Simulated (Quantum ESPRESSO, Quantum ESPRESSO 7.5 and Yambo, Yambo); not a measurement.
# Converging GW for In2O3 (R-3c) in Yambo

What does each rung of G0W0 on In2O3 (R-3c) cost, and what does it buy?

Calculated with Quantum ESPRESSO 7.5 and Yambo 5.3.0; LDA and many-body steps on it, plane waves.

## (1) The structure

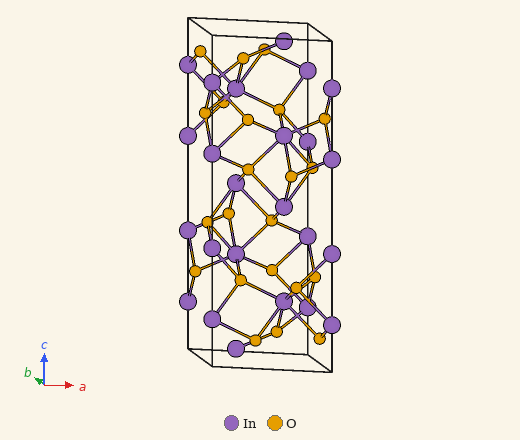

Start, viewed slightly off an axis; indium purple, oxygen orange. This picture shows the conventional cell, with its axes. Some periodic images of atoms are drawn too.

Structure file:

```cif
data_structure
_symmetry_space_group_name_H-M 'P 1'
_symmetry_Int_Tables_number 1
_cell_length_a 5.7818
_cell_length_b 5.7818
_cell_length_c 5.7818
_cell_angle_alpha 56.655
_cell_angle_beta 56.655
_cell_angle_gamma 56.655
_cell_volume 126.11
loop_
_atom_site_label
_atom_site_type_symbol
_atom_site_fract_x
_atom_site_fract_y
_atom_site_fract_z
_atom_site_occupancy
In1 In 0.35731 0.35731 0.35731 1
In2 In 0.14269 0.14269 0.14269 1
In3 In 0.64269 0.64269 0.64269 1
In4 In 0.85731 0.85731 0.85731 1
O5 O 0.54800 0.95200 0.25000 1
O6 O 0.25000 0.54800 0.95200 1
O7 O 0.95200 0.25000 0.54800 1
O8 O 0.45200 0.04800 0.75000 1
O9 O 0.75000 0.45200 0.04800 1
O10 O 0.04800 0.75000 0.45200 1
```

The cell and positions come from the Crystallography Open Database and are kept as given unless a step says otherwise. This is not the form that In2O3 usually takes at ambient conditions.

## (2) Empty states on the mesh, 4×4×4 mesh, 227 bands

This step: Quantum ESPRESSO 7.5; DFT, LDA, plane waves, norm-conserving pseudopotentials.

The sums over transitions need many empty states on a uniform mesh; this step solves for them.

File pw.in:

```
&control
  calculation = 'nscf'
  prefix = 'x'
  outdir = 'o'
  pseudo_dir = 'pseudo'
/
&system
  ibrav = 0
  nat = 10
  ntyp = 2
  ecutwfc = 80.0
  nbnd = 227
  force_symmorphic = .true.
/
&electrons
  conv_thr = 1e-9
  electron_maxstep = 80
  diago_full_acc = .true.
  diago_thr_init = 5e-6
/
ATOMIC_SPECIES
  In 114.82 In.upf
  O 15.999 O.upf
CELL_PARAMETERS angstrom
  2.7435000000 1.5839604635 4.8366666667
  -2.7435000000 1.5839604635 4.8366666667
  0.0000000000 -3.1679209270 4.8366666667
ATOMIC_POSITIONS crystal
  In 0.3573100000 0.3573100000 0.3573100000
  In 0.1426900000 0.1426900000 0.1426900000
  In 0.6426900000 0.6426900000 0.6426900000
  In 0.8573100000 0.8573100000 0.8573100000
  O 0.5480000000 0.9520000000 0.2500000000
  O 0.2500000000 0.5480000000 0.9520000000
  O 0.9520000000 0.2500000000 0.5480000000
  O 0.4520000000 0.0480000000 0.7500000000
  O 0.7500000000 0.4520000000 0.0480000000
  O 0.0480000000 0.7500000000 0.4520000000
K_POINTS automatic
  4 4 4 0 0 0
```

Started as:

```
$ OMP_NUM_THREADS=1 mpirun -n 8 pw.x -nk 4 -in pw.in > pw.out
```

What it wrote:

```text
Program PWSCF v.7.5 starts

     This program is part of the open-source Quantum ESPRESSO suite
     for quantum simulation of materials; please cite
         "P. Giannozzi et al., J. Phys.:Condens. Matter 21 395502 (2009);
         "P. Giannozzi et al., J. Phys.:Condens. Matter 29 465901 (2017);
         "P. Giannozzi et al., J. Chem. Phys. 152 154105 (2020);
     in publications or presentations arising from this work. More details at

     Atomic positions and unit cell read from directory:
     o/x.save/

     Message from routine setup:
[...]
22.8630  22.8630  23.7257  23.7257  24.6509  24.6509  25.1283  25.1283
     [... 17 further rows ...]
    72.6335  72.6335  73.0205  73.0205  73.2809  73.2809  73.8887  73.8887
    74.3027  74.3027  74.9723

          k =-0.2634-0.1521 0.1992 ( 10292 PWs)   bands (ev):

     [... further k-points ...]

     highest occupied, lowest unoccupied level (ev):    10.7008   11.9064

     XML data file, pseudopotentials, collected wavefunctions

=------------------------------------------------------------------------------=
   JOB DONE.
=------------------------------------------------------------------------------=
```

It took 65 s on 8 MPI ranks of AMD EPYC 7R43, shared host; peak memory 1.4 GiB; 8.6 min of CPU time.

Numbers from this step:

```yaml
gap: 1.206 eV
k_of_the_valence_top: 0, 0, 0.25
k_of_the_conduction_bottom: 0, 0, 0
least_direct_gap: 1.254 eV
k_points_computed: 14
lowest_point_of_the_top_converged_band_above_the_valence_top: 63.2987 eV
```

On this mesh the gap is 1.206 eV.

The density comes from a self-consistent run that is not shown.

## (3) Conversion and set-up

This step: Yambo 5.3.0; conversion and set-up on LDA, plane waves, norm-conserving pseudopotentials.

The states are converted to the many-body program's format and the q mesh is built.

Started as:

```
$ (cd o/x.save; p2y > p2y.log; mv SAVE ../..); yambo > setup.log
```

What it wrote:

```text
 Yambo, version 5.3.0

 [02] CORE Variables Setup
 =========================

  [02.01] Unit cells
  ==================

  Cell kind             :  Unknown
  Atoms in the cell     :  In  O
  number of In atoms    :   4
  number of O  atoms    :   6

  List of atomic masses
  Mass of In    :  114.8200
  Mass of O     :  15.99900

  List of atomic coordinates    : [cc]
  In1       : -0.12860E-15 -0.66283E-17   9.7974      order 1
  In2       : -0.15299E-16 -0.79019E-17   3.9125      order 2
  In3       : -0.17466E-15  0.66283E-17   17.623      order 3
[...]
Q [ 1]         [rlu]:  0.000000  0.000000  0.000000
 Q [ 2]         [rlu]:  0.24296E-16  0.24296E-16  0.25000
 Q [ 3]         [rlu]: -0.10915E-15 -0.10915E-15 -0.50000
[...]
Q [ 8]         [rlu]:  0.250000  0.250000  0.250000
 Q [ 9]         [rlu]:  0.250000  0.250000  0.500000
 Q [10]         [rlu]:  0.250000  0.250000 -0.250000
 Q [11]         [rlu]:  0.250000  0.500000  0.500000
 Q [12]         [rlu]:  0.250000  0.500000  0.750000
 Q [13]         [rlu]: -0.500000 -0.500000 -0.500000
 Q [14]         [rlu]: -0.25000      0.28042E-16 -0.50000

  [03.01] X indexes
  =================

   [03.01.01] Sigma indexes
   ========================

 [06] Game Over & Game summary
```

Wall time 6.5 s (1 MPI rank); peak memory 0.25 GiB.

## (4) 80 bands, 40.8 eV

G0W0 replaces the xc potential by the self-energy, built once from these orbitals. Only a window of levels is corrected, while the sums run over the empty bands that the input names.

This step: G0W0 on LDA, plane waves, norm-conserving pseudopotentials.

File gw1.in:

```
HF_and_locXC
gw0
dyson
ppa
em1d
rim_cut
RandQpts= 1000000
RandGvec= 1 RL
EXXRLvcs= 80 Ry
VXCRLvcs= 320 Ry
Chimod= "HARTREE"
% BndsRnXp
 1 | 80 |
%
NGsBlkXp= 3 Ry
% LongDrXp
 1 | 1 | 1 |
%
% GbndRnge
 1 | 80 |
%
DysSolver= "n"
ExtendOut
PPAPntXp= 27.21138 eV
% QPkrange
 2 | 2 | 59 | 62 |
 1 | 1 | 59 | 62 |
%
```

Started as:

```
$ OMP_NUM_THREADS=2 mpirun -n 4 yambo -F gw1.in -J gw1 -C gw1 > gw1.log
```

What it wrote:

```text
 Yambo, version 5.3.0

 [02] CORE Variables Setup
 =========================

  [... cell, symmetries and grids as in the set-up ...]

  [02.05] Energies & Occupations
  ==============================

  [X] === General ===
  [X] Electronic Temperature                        :  0.000000  0.000000 [eV K]
  [X] Bosonic    Temperature                        :  0.000000  0.000000 [eV K]
  [X] Finite Temperature mode                       : no
  [X] El. density                                   :  0.95156E+24 [cm-3]
  [X] Fermi Level                                   :  10.70078 [eV]

  [X] === Gaps and Widths ===
  [X] Conduction Band Min                           :  1.205638 [eV]
  [X] Valence Band Max                              :  0.000000 [eV]
  [X] Filled Bands                                  :   60
  [X] Empty Bands                                   :   61  227
  [X] Direct Gap                                    :  1.253660 [eV]
  [X] Direct Gap localized at k                     :  1
  [X] Indirect Gap                                  :  1.205638 [eV]
  [X] Indirect Gap between kpts                     :  2  1
  [X] Last valence band width                       :  0.190263 [eV]
  [X] 1st conduction band width                     :  4.259408 [eV]

 [03] Transferred momenta grid and indexing
 ==========================================

 IBZ Q-points                                      :  14
 BZ  Q-points                                      :   64

 K/Q-points units:
 rlu = crystal or reduced units; cc = cartesian coordinates; iku = interal k-units

 Q [ 1]         [rlu]:  0.000000  0.000000  0.000000
 Q [ 2]         [rlu]:  0.24296E-16  0.24296E-16  0.25000
 Q [ 3]         [rlu]: -0.10915E-15 -0.10915E-15 -0.50000
 Q [ 4]         [rlu]:  0.66263E-16  0.25000      0.25000
 Q [ 5]         [rlu]: -0.28042E-16  0.25000      0.50000
 Q [ 6]         [rlu]: -0.39892E-16  0.25000     -0.25000
 Q [ 7]         [rlu]:  0.84487E-16 -0.50000     -0.50000
 Q [ 8]         [rlu]:  0.250000  0.250000  0.250000
 Q [ 9]         [rlu]:  0.250000  0.250000  0.500000
 Q [10]         [rlu]:  0.250000  0.250000 -0.250000
 Q [11]         [rlu]:  0.250000  0.500000  0.500000
 Q [12]         [rlu]:  0.250000  0.500000  0.750000
 Q [13]         [rlu]: -0.500000 -0.500000 -0.500000
 Q [14]         [rlu]: -0.25000      0.28042E-16 -0.50000

 [04] Coloumb potential Random Integration (RIM)
 ===============================================

  [04.01] RIM initialization
  ==========================

  * Diagonal components only detected *

  8 x (sBL volume)        :  0.036434 [a.u.]
  sBZ random points       :  1000000
  Points outside the sBZ  :   8000314
  RL volume               :  0.291472 [a.u.]
  Integrated volume       :  0.291460 [a.u.]

  [04.02] RIM integrals
  =====================

  Gamma point sphere radius             :  0.060134 [a.u.]
  Points outside the sphere             :   799512
  [Int_sBZ(q=0) 1/q^2]*(Vol_sBZ)^(-1/3) =:  7.759319
                                 should be <:  7.795600

  Summary of Coulomb integrals for non-metallic bands |Q|[au] RIM/Bare

  Q [1] 0.100000E-4 0.995346 * Q [8] 0.171860 1.046582
  Q [2] 0.184068 1.070796 * Q [4] 0.209108 1.064173
  Q [9] 0.288284 1.024432 * Q [6] 0.302981 1.027324
  Q [11] 0.335624 1.017352 * Q [13] 0.343720 1.012904
  Q [14] 0.348330 1.019107 * Q [5] 0.348330 1.019802
  Q [10] 0.354512 1.019762 * Q [3] 0.368136 1.017172
  Q [7] 0.418217 1.013003 * Q [12] 0.458193 1.009869

 [WARNING] [Xp] User bands 1-80 break level degeneracy

 [05] Dipoles
 ============

  [05.01] Setup: observables and procedures
  =========================================

  [WARNING] [x,Vnl] slows the Dipoles computation. To neglect it rename the ns.kb_pp file

 [06] Dynamic Dielectric Matrix (PPA)
 ====================================

 [WR./gw1//ndb.pp]---------------------------------------------------------------
  Brillouin Zone Q/K grids (IBZ/BZ)                :   14   64   14   64
  RL vectors                                       :  12255 [WF]
  Coulomb cutoff potential                         : none
  Electronic Temperature                           :  0.000000 [K]
  Bosonic    Temperature                           :  0.000000 [K]
  PPA    diel. fun.  energies                      : Slater exchange(X)+Perdew & Wang(C)
  wavefunctions                                    : Slater exchange(X)+Perdew & Wang(C)
  Global Gauge                                     : length
  X matrix size                                    :   71
  X band range                                     :    1   80
  X e/h energy range                               : -1.000000 -1.000000 [eV]
  X Time ordering                                  : R
  X Hxc Kernel                                     : HARTREE
  X Drude frequency                                :  0.000000  0.000000
  X poles                                          :  100.0000 [o/o]
  RL vectors in the sum                            :  12255
  [r,Vnl] included                                 : yes
  Field direction                                  :  0.577350E-5  0.577350E-5  0.577350E-5
  BZ energy Double Grid                            : no
  BZ energy DbGd points                            : 0
  BZ Q point size factor                           : -1.000000
  X Optical Averaged directions                    : none

 [07] Local Exchange-Correlation + Non-Local Fock
 ================================================

 [VXC] Plane waves :   82163
 [EXS] Plane waves :  10293

 QP @ state[ 1 ] K range:  1  2
 QP @ state[ 1 ] b range:   59   62

 [xc] Functional : Slater exchange(X)+Perdew & Wang(C)
 [xc] LIBXC used to calculate xc functional
  PP Number of Atomic Species                      :  2
  NLCC RL compoments                               :   82163
  PP Number of Atomic Species                      :  2
  NLCC RL compoments                               :   82163

 [xc] E_xc :  -85.95239 [Ha]
      E_xc :  -171.9048 [Ry]

  Local XC kind (lXC) : Slater exchange(X)+Perdew & Wang(C)
  Non-Local XC kind (nlXC) : Hartree-Fock

  Corrections @ K [1] :  [eV]
 <59|nlXC|59> = -25.97942 -0.57989E-17 <59|lXC|59> = -20.93322 -0.47204E-16
 <60|nlXC|60> = -25.97941  0.93719E-17 <60|lXC|60> = -20.93321  0.000000
 <61|nlXC|61> = -11.25851 -0.58010E-18 <61|lXC|61> = -15.06724  0.18882E-15
 <62|nlXC|62> = -8.379357 -0.31655E-18 <62|lXC|62> = -13.71212  0.000000

  Corrections @ K [2] :  [eV]
 <59|nlXC|59> = -25.40422  0.12451E-16 <59|lXC|59> = -20.06625  0.18882E-15
 <60|nlXC|60> = -25.57832 -0.98352E-17 <60|lXC|60> = -20.26664  0.000000
 <61|nlXC|61> = -13.24972  0.12537E-17 <61|lXC|61> = -16.80526  0.000000
 <62|nlXC|62> = -11.23643  0.29506E-18 <62|lXC|62> = -16.82033  0.000000

 [08] Dyson equation: Newton solver
 ==================================

  [08.01] G0W0 (W PPA)
  ====================

  [  GW  ] Bands range     :    1   80
  [GW/PPA] G damping       :  0.100000 [eV]

  QP @ state[ 1 ] K range:  1  2
  QP @ state[ 1 ] b range:   59   62

   Sc/G bands                                       :    1   80
   Sc/G damping                                     :  0.100000 ev
   Sc bands terminator                              : no
   Sx RL components                                 :  10293

   QP @ state[ 1 ] K range                          :  1  2
   QP @ state[ 1 ] b range                          :   59   62
   GF energies kind                                 : Slater exchange(X)+Perdew & Wang(C)
   GF WF`s kind                                     : Slater exchange(X)+Perdew & Wang(C)
   Xs energies kind                                 : Slater exchange(X)+Perdew & Wang(C)
   Xs WF`s kind                                     : Slater exchange(X)+Perdew & Wang(C)

 [11] Game Over & Game summary
```

It took 5.1 min on 4 MPI ranks; peak memory 9.5 GiB.

This step gave:

```
G0W0 gap on the points computed              : 3.202 eV
starting gap on the mesh                     : 1.206 eV
k of the valence top                         : 0, 0, 0.25
k of the conduction bottom                   : 0, 0, 0
least direct G0W0 gap on the computed points : 3.233 eV
Z at the valence top                         : 0.7666
Z at the conduction bottom                   : 0.8406
```

The gap on the mesh goes from 1.21 eV to 3.20 eV, a correction of +2.00 eV.

(Continued in part 2 of 2.)

[Paths, hosts, dates, memory and timing lines, banners, echoed tables and standing remarks are left out of the program output.]

[Logs are printed without paths, hosts, clocks, repeated set-up lines and the standing remarks that a program may print on its own settings, such as how far it seeks lower states.]

[Runs of the session that timed out or met a known fault of the program may be left out.]

[Hosts, paths, dates, database ids (printed as entryN), source tags and the programs' standing remarks are cut or masked in the printed files.]
